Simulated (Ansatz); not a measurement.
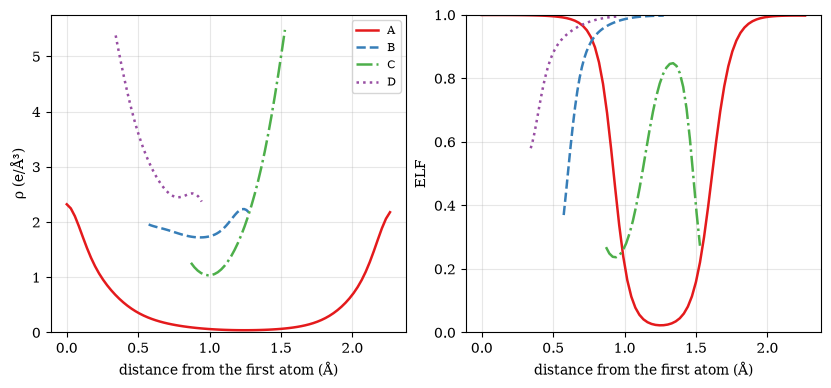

H$_{6}$OW···HCl. Electron density and ELF along straight lines between neighbouring atoms. The curves leave out the atomic cores.

Core potentials replace the inner electrons of W.

All numbers below come from RHF/def2-SVP in Ansatz 0.2.0.

Input

```
crystal:
  periodic: [false, false, false]
  atoms:
    - { symbol: W, position_ang: [-0.316365, -0.282164, -0.326551] }
    - { symbol: H, position_ang: [-0.086557, -0.103337, 1.358836] }
    - { symbol: H, position_ang: [1.198251, 0.169168, 0.032271] }
    - { symbol: H, position_ang: [-0.040075, 1.262471, 0.104824] }
    - { symbol: H, position_ang: [-1.730485, 0.393035, 0.362219] }
    - { symbol: H, position_ang: [0.458298, -1.648974, 0.353608] }
    - { symbol: O, position_ang: [0.026717, 0.089564, -2.13537] }
    - { symbol: H, position_ang: [0.505419, 0.57862, -2.784229] }
    - { symbol: Cl, position_ang: [1.903387, 1.87232, 1.592255] }
    - { symbol: H, position_ang: [1.090309, 1.046298, 2.219137] }
basis:
  gaussian: { orbitals: def2-SVP }
hamiltonian:
  xc: hf
relax:
  f_tol: 0.03
  max_steps: 50
output:
  orbitals: {}
```

Run with:

```sh
ansatz run input.yaml --threads 1 --pin off --max-ram 2048MiB --backend cpu --events-out ev --progress --plain --runs-dir out
```

The fields are those of the run's last geometry, not of the input's.

**Which curve belongs to which contact (Cl–H, H–H, O–H and W–O)? The first atom named is at distance zero.**

Curve A: H2···H10 (2.26 Å): the density falls to about 0.04 e/Å³ on the way; the ELF dips to about 0 between them: a weak contact between the two molecules. Curve B: Cl–H (1.27 Å): the density is about 1.9 e/Å³ at the midpoint; the ELF climbs to about 1 towards the hydrogen, as it does in any bond to H. Curve C: W–O (1.88 Å): the density is about 1.1 e/Å³ at the midpoint; the ELF peaks at about 0.85 in the valence shell of O, 0.5 Å from its nucleus, and drops to about 0.25 between the two atoms. Curve D: O–H (0.94 Å): the density is about 3.9 e/Å³ at the midpoint; the ELF climbs to about 1 towards the hydrogen; a covalent bond by its length.
